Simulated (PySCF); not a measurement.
C3H7S, doublet, SMILES `C[CH]SC`.

PySCF calculation, ωB97X/def2-SVPD, gas phase; geometry: GFN2-xTB. No frequency check shows the geometry to be a minimum. GFN2-xTB bond lengths at metals and heavier atoms can be off by up to 0.1 Å and shapes distorted, which carries into these values. GFN2-xTB doesn't know the spin state, so this open-shell geometry is rough.

Cartesian coordinates (Å):

```
C1       2.1846    0.0781    0.0811
C2       0.7814    0.5300   -0.0570
S3      -0.4903   -0.6244   -0.0497
C4      -1.9277    0.4855    0.0846
H5       2.7713    0.8358    0.6034
H6       2.6647   -0.0890   -0.8904
H7       2.2271   -0.8533    0.6414
H8       0.5685    1.4694   -0.5402
H9      -1.9488    1.1516   -0.7728
H10     -2.8144   -0.1392    0.0946
H11     -1.8541    1.0537    1.0070
```

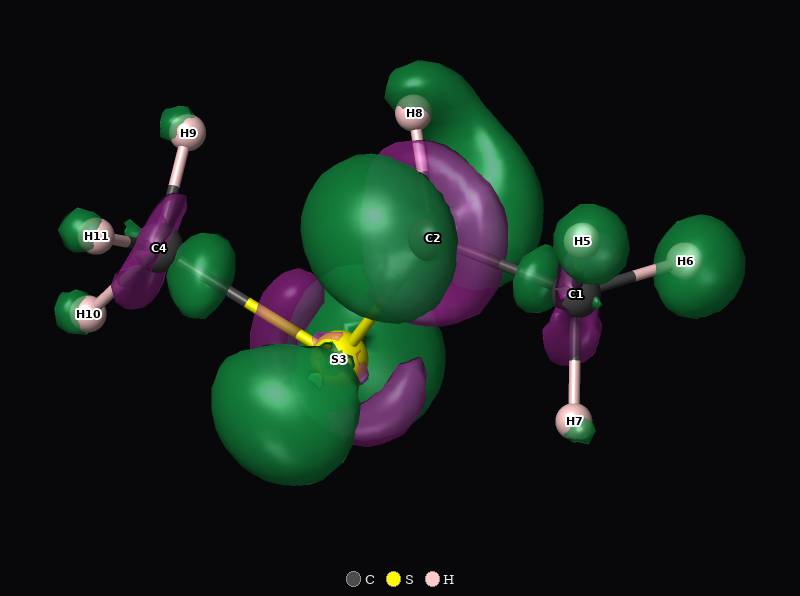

Fukui function f⁻ = ρ(N) − ρ(N−1) at fixed geometry, surfaces at ±0.04 e/Å³ (green positive, purple negative).

### Which atoms respond most to the removal of an electron?

f⁻ (Hirshfeld-condensed) is largest on S3 (0.32) and C2 (0.23); the vertical ionisation energy is 7.02 eV (to the singlet cation, which needn't be its lowest state). Condensed values hint at sites of electrophilic attack but needn't mark the atom that reacts. Orbital relaxation makes it negative in places (0.22 e in all).

Cost of the run: 62 s on 1 thread of Intel(R) Xeon(R) Platinum 8375C CPU @ 2.90GHz (Ice Lake) (shared host), peak memory 0.7 GiB.
